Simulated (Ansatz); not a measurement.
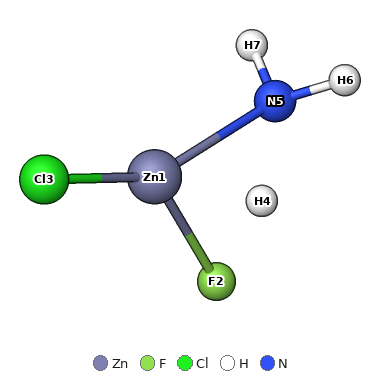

The system is the reacting system ClFH₃NZn (fragments ClFH₃NZn where the first distance is long, ClH₂NZn + FH where the second is long); the picture shows the reference structure. Coordinates scanned: (1) distance F2–H4 (bond that forms); (2) distance Zn1–F2 (bond that breaks). Relaxed at each point: all other coordinates. Grid: 9 × 9 points. Points are written as (first, second). All energies are given in eV relative to a guessed transition structure relaxed with its forming and breaking bonds held. The reference is spin-restricted, so regions where a bond is pulled apart into radicals lie too high. Theory: RKS PBE0-D4/def2-SVP (Ansatz).

Its coordinates:

| atom | x (Å) | y (Å) | z (Å) |
| --- | --- | --- | --- |
| Zn | -1.1068 | -0.3275 | -0.4187 |
| F | 0.5959 | -1.6016 | -0.4747 |
| Cl | -3.1382 | -0.3988 | -0.9801 |
| H | 1.0114 | -0.5887 | 0.0319 |
| N | 0.7282 | 0.6506 | 0.4472 |
| H | 0.7607 | 0.8362 | 1.4465 |
| H | 1.1490 | 1.4300 | -0.0522 |

Range: distance F2–H4 (bond that forms) from 0.819 to 2.619 Å; distance Zn1–F2 (bond that breaks) from 1.638 to 2.838 Å.

Q: Predict the map.

A: The lowest grid point is at (2.075 Å, 1.850 Å), −1.10 eV from a guessed transition structure relaxed with its forming and breaking bonds held. It is the only kind of minimum in the scanned range. The highest grid point, (0.819 Å, 1.638 Å), lies 3.39 eV above the lowest.

| second ↓, first → | 0.819 | 0.953 | 1.137 | 1.347 | 1.576 | 1.819 | 2.075 | 2.342 | 2.619 |
| --- | --- | --- | --- | --- | --- | --- | --- | --- | --- |
| 2.838 | 0.51 | −0.10 | 0.16 | 0.57 | 0.87 | 1.12 | 1.34 | 1.54 | 1.70 |
| 2.654 | 0.48 | −0.16 | 0.03 | 0.33 | 0.55 | 0.75 | 0.93 | 1.09 | 1.23 |
| 2.476 | 0.45 | −0.22 | −0.12 | 0.06 | 0.19 | 0.33 | 0.47 | 0.60 | 0.72 |
| 2.305 | 0.45 | −0.26 | −0.27 | −0.22 | −0.19 | −0.11 | −0.02 | 0.09 | 0.18 |
| 2.143 | 0.50 | −0.26 | −0.40 | −0.49 | −0.55 | −0.54 | −0.48 | −0.42 | −0.35 |
| 1.990 | 0.65 | −0.16 | −0.44 | −0.68 | −0.83 | −0.89 | −0.88 | −0.84 | −0.80 |
| 1.850 | 0.99 | 0.11 | −0.33 | −0.71 | −0.96 | −1.07 | −1.10 | −1.10 | −1.08 |
| 1.727 | 1.57 | 0.63 | 0.03 | −0.49 | −0.82 | −0.98 | −1.05 | −1.08 | −1.08 |
| 1.638 | 2.29 | 1.29 | 0.56 | −0.07 | −0.46 | −0.66 | −0.75 | −0.80 | −0.82 |

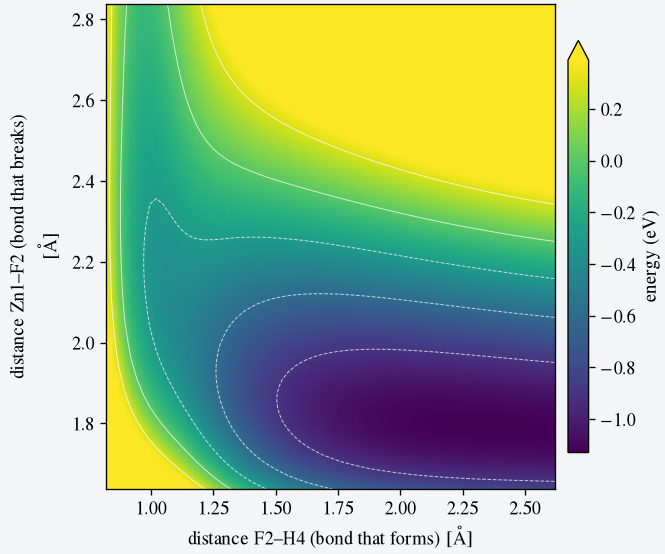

The picture shows a smooth colour map with a few white contour lines, one colour for all values above the top of the scale. Between grid points the surface is interpolated.

The whole map (81 points run) took 21 min on 1 thread of Arm Neoverse V1, with other jobs on the host.
